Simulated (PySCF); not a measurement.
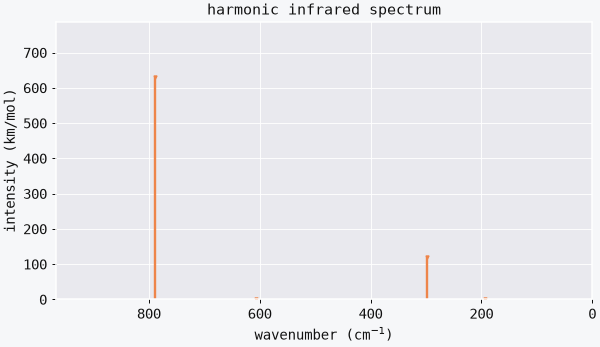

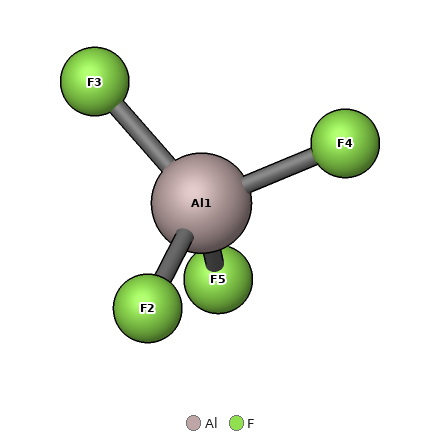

Infrared spectrum of AlF₄⁻, singlet (point group Td). Unscaled harmonic wavenumbers and double-harmonic intensities, PBE0/def2-SVPD in PySCF, isolated molecule. The structure is the lowest point that the starts tried gave, with the shape that electron-pair counting expects. Degenerate modes count as one line, with their intensities summed.

Question: Which modes are missing from the spectrum (below 0.05 km/mol)?

Answer: 193.4 cm⁻¹ (e) and 606.9 cm⁻¹ (a1).

Question: List the modes.

Answer:
```csv
cm⁻¹,km/mol,symmetry
193.4,0.0,e (×2)
298.1,119.0,t2 (×3)
606.9,0.0,a1
789.6,629.5,t2 (×3)
```

Known limits of this run: double-zeta basis on some or all atoms.
